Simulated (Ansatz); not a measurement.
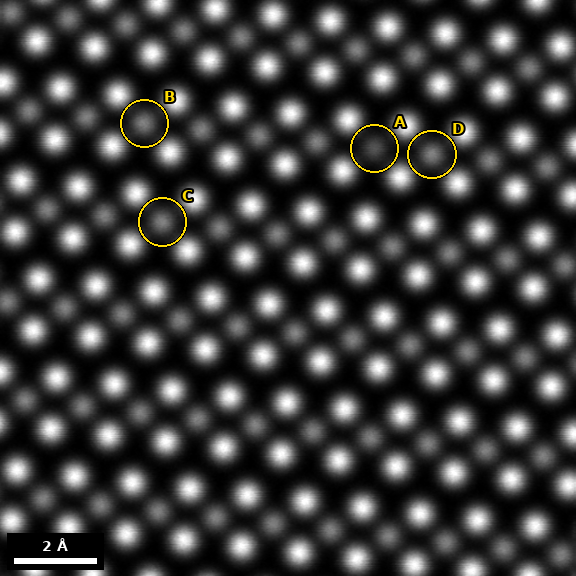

Z-contrast image of BeC2 (I4/mmm, No. 139) along [210]. Simulated incoherent Z contrast: every atom adds Z^1.7 spread by a probe of 0.52 Å full width; channelling and multiple scattering are left out. Shot noise and a slight drift were added.

The sample is 3 repeats (21.1 Å) thick. One point defect was put into the perfect crystal, without relaxing the atoms around it. Brightness is counted from the darkest point of the image. Host structure: the geometry relaxed (final pressure about 21 GPa) with DFT PBEsol, scalar-relativistic, plane waves, PAW in Ansatz; the starting structure was generated, so it need not be a known form of this composition.

### Which ringed column holds the defect, and does it scatter more or less than its equals?

A; it scatters less. The column holds 3 atoms (Be) through the sample, and one Be atom is missing, so its peak drops to about 65 % of that of its equals.
